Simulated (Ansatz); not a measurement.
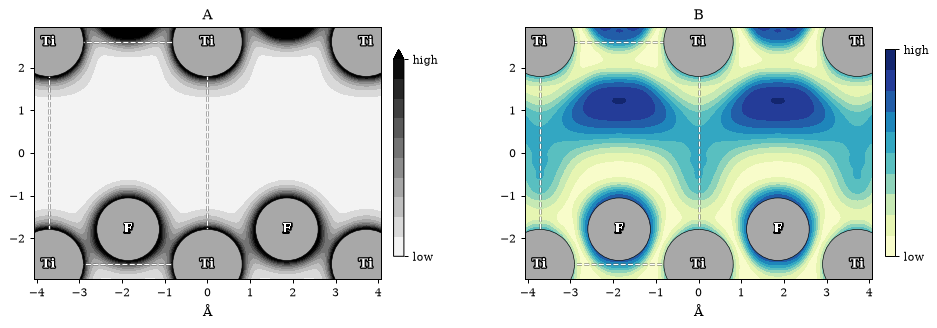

GdTiF₂: 2 fields on the (010) plane of the conventional cell, with unlabelled colour scales. Grey discs cover the atomic cores.

Space group P-4m2; a structure generated by program, which may or may not match a known phase; spin-polarised.

Computed with DFT PBE, scalar-relativistic, plane waves, PAW in Ansatz 0.2.0.

> Match the panels to the quantities (electron localisation function and valence pseudo-density).

Panel A: valence pseudo-density. Panel B: electron localisation function. From the grid: Ti–F (2.03 Å): ρ at the midpoint is about 0.48 e/Å³; the ELF peaks at about 0.85 in the valence shell of F, 0.6 Å from its nucleus, and drops to about 0.10 between the two atoms; no localised pair shows between them.
